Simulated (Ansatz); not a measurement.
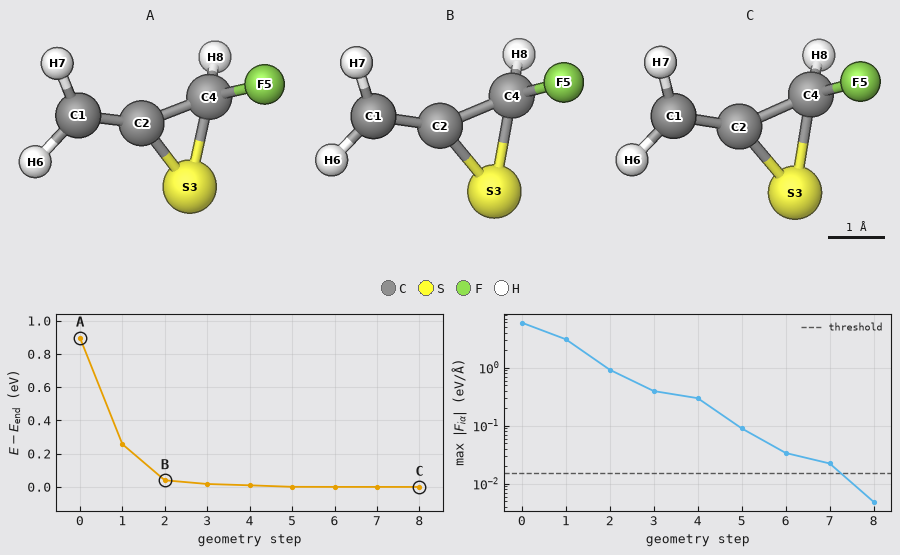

Frames of a relaxation of C$_{3}$H$_{3}$FS, marked on the history of the run. Style: ball-and-stick. Shown at a tilt.

The run prepares an end point of a later path (torsion) calculation, from a guessed geometry.

All numbers below come from Ansatz 0.2.0, RKS PBE/6-31G*. (no spin polarisation; force threshold 0.015 eV/Å; at most 40 steps)

Question: Describe the path.

Answer: The atom that moves furthest after the best rigid fit is S3 (0.18 Å). By element the largest moves are S 0.18 Å, H 0.12 Å, F 0.09 Å, C 0.09 Å. Near-neighbour distances that change, for instance: S3–C4 1.702 → 1.867 Å, C2–S3 1.632 → 1.767 Å, C2–C4 1.368 → 1.450 Å, C4–F5 1.439 → 1.365 Å. Bond angles that change, for instance: C1–C2–C4 152.4° → 146.0°, C2–C1–H7 124.9° → 119.9°, C1–C2–S3 139.1° → 143.8°. The energy falls by 0.899 eV in 8 geometry steps. The largest force component goes from 5.9 to 0.0049 eV/Å. The run took 21 s on 1 thread of Arm Neoverse V2, on a shared host, peak memory 0.15 GiB. From step 0 to 2: S3 moves most (0.14 Å), energy −0.859 eV. From step 2 to 8: F5 moves most (0.08 Å), energy −0.040 eV.
